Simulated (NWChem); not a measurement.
# PbS (SMILES [S][Pb]) at M06-2X/def2-SVP (density fitting with ahlrichs coulomb fitting, core potential)

Aim: the vertical ionisation energy of PbS at M06-2X/def2-SVP (density fitting with ahlrichs coulomb fitting, core potential), from 2 runs. 

Program for the calculation: NWChem 7.3.0.

4 further runs of the same task are left out: 4 set aside as unsound or not needed.

### Step 1. The structure to begin with

PbS has 2 atoms, charge 0, and is taken as a singlet. As SMILES, `[S][Pb]`. The bond length is the measured one.

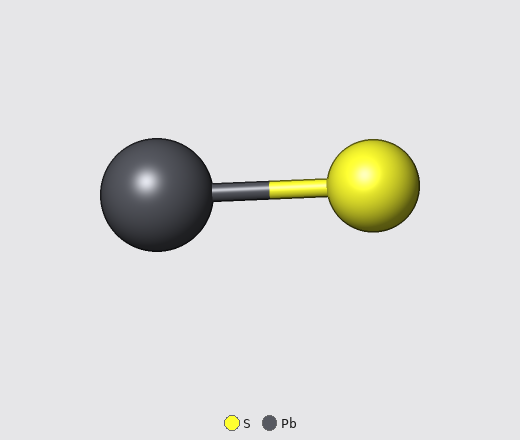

Viewed from a chosen angle; sulfur yellow, lead dark grey.

### Step 2. A single-point energy at M06-2X/def2-SVP (density fitting with ahlrichs coulomb fitting, core potential)

The input, m1.nw:

```
start m1
title "PbS energy"
memory total 2200 mb
geometry units angstrom noautosym nocenter noautoz
 S        0.000000       0.000000       0.000000
 Pb       0.000000       0.000000       2.286863
end
basis spherical bse
 * library def2-SVP
end
ecp bse
 Pb library def2-SVP
end
basis "cd basis" spherical
 * library "ahlrichs coulomb fitting"
end
dft
 xc m06-2x
 grid fine
 convergence energy 1e-08
 maxiter 100
 mulliken
 print low
end
task dft energy
```

On the command line:

```bash
$ nwchem m1.nw > m1.out
```

Output:

```text
[...]
 d= 0,ls=0.0,diis     1   -591.4067358879 -6.73D+02  5.27D-02  6.01D-01     0.7
[...]
 d= 0,ls=0.0,diis    10   -591.5141299288 -9.62D-09  4.18D-06  6.52D-09     4.1
         Total DFT energy =     -591.514129928812
      One electron energy =    -1049.503487178189
           Coulomb energy =      418.223912625128
    Exchange-Corr. energy =      -41.686916819307
 Nuclear repulsion energy =       81.452361443556
[...]
      Total Density - Mulliken Population Analysis
     ---------------------------------------------
    Atom       Charge   Shell Charges
 -----------   ------   -------------------------------------------------------
    1 S   16    16.40   2.00  1.99  1.23  0.70  5.93  1.71  2.81  0.03
    2 Pb  22    21.60  -0.95  3.01  1.24  0.60  2.66  3.37  0.97  0.60  9.78  0.31
[...]
```

Wall time 4.8 s (1 thread of AMD EPYC 9R45 (Zen 5), shared host); peak memory 0.12 GiB.

### Step 3. The doublet cation

The input, run.nw:

```
START run
TITLE "PbS"
memory stack 880 mb heap 220 mb global 1100 mb
charge 1

GEOMETRY noautosym nocenter noautoz
   S     0.000000    0.000000    0.000000
   Pb    0.000000    0.000000    2.286863
END

BASIS "ao basis" spherical bse
   S library def2-SVP
   Pb library def2-SVP
END

ECP bse
   Pb library def2-SVP
END

BASIS "cd basis" spherical
   S library "ahlrichs coulomb fitting"
   Pb library "ahlrichs coulomb fitting"
END

DFT
   xc m06-2x
   mult 2
   grid fine
   convergence energy 1e-08
   iterations 100
   mulliken
   noprint "final vectors analysis"
END

TASK dft
```

On the command line:

```bash
$ nwchem run.nw > run.out
```

Output:

```text
[...]
          Wavefunction type:  spin polarized.
          No. of atoms     :     2
          No. of electrons :    37
[...]
          Charge           :     1
          Spin multiplicity:     2
[...]
          AO basis - number of functions:    44
[...]
              XC Information
              --------------
                       M06-2X Method XC Functional
                     Hartree-Fock (Exact) Exchange  0.540
                        M06-2X Exchange Functional  1.000
                      M06-2X Correlation Potential  1.000
[...]
 d= 0,ls=0.0,diis     1   -590.9995053879 -6.72D+02  3.04D-02  2.90D-01     0.8
[...]
 d= 0,ls=0.0,diis    13   -591.1714073120 -5.46D-09  1.50D-06  1.23D-10     6.9
[...]
         Total DFT energy =     -591.171407311961
      One electron energy =    -1039.180962890129
           Coulomb energy =      407.978864467802
    Exchange-Corr. energy =      -41.421670333190
 Nuclear repulsion energy =       81.452361443556
[...]
      Total Density - Mulliken Population Analysis
     ---------------------------------------------
    Atom       Charge   Shell Charges
 -----------   ------   -------------------------------------------------------
    1 S   16    16.04   2.00  1.99  1.30  0.62  5.93  1.70  2.47  0.03
    2 Pb  22    20.96  -0.95  3.02  1.36  0.43  2.65  3.39  0.71  0.28  9.81  0.28
[...]
      <S2> =      0.7639 (Exact =     0.7500)
[...]
```

Wall time 7.5 s (1 thread of AMD EPYC 9R45 (Zen 5), shared host); peak memory 0.12 GiB.

### Step 4. What came out

At M06-2X/def2-SVP (density fitting with ahlrichs coulomb fitting, core potential):

| quantity | value |
| --- | --- |
| singlet PbS: total energy | -591.51413 Eh |
| doublet cation: total energy | -591.17141 Eh |
| doublet cation: ⟨S²⟩ | 0.764 |
| vertical ionisation energy (to the doublet cation) | 9.326 eV |

**Reading.** Removing an electron at fixed nuclei costs 9.33 eV (215 kcal/mol).
